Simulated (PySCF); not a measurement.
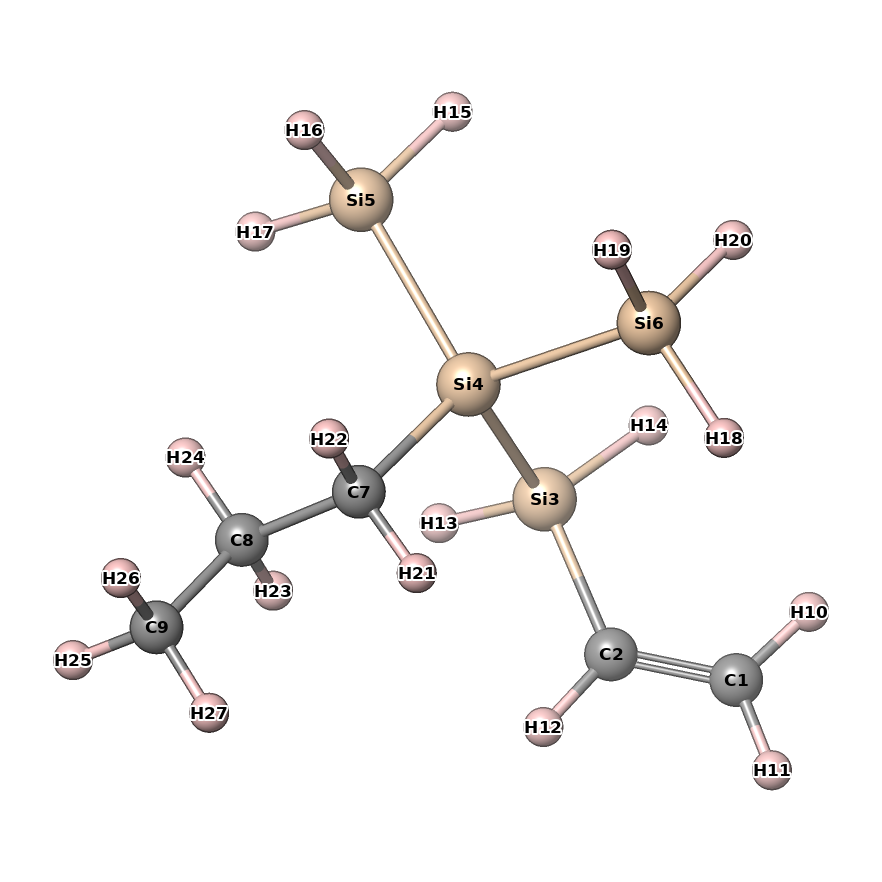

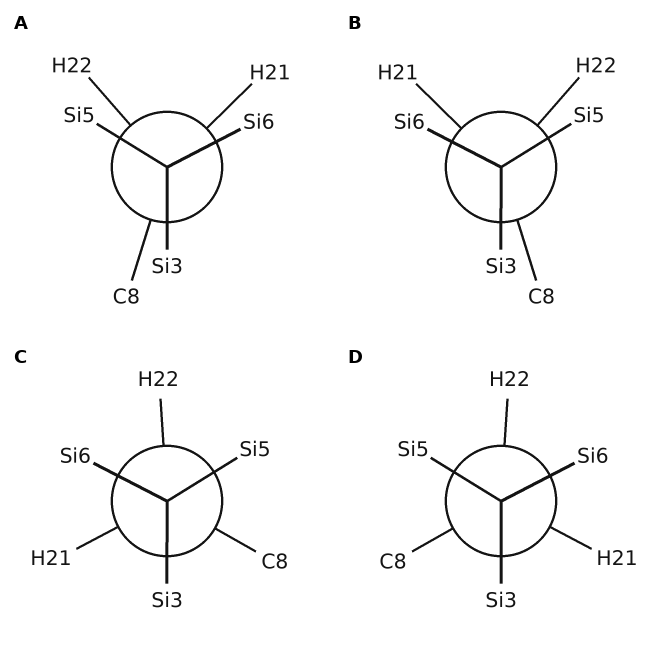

Distant atoms are faded towards the background colour. Bonds that would overlap in a projection are set slightly apart. The geometry was computed by an optimisation with PBE0-D3(BJ)/def2-SVP. No frequency run is at hand to confirm it as a minimum.

**Which Newman projection shows the view along Si4–C7, with Si4 in front?**

C. The torsion angle Si3–Si4–C7–C8 is −60°, synclinal (gauche).
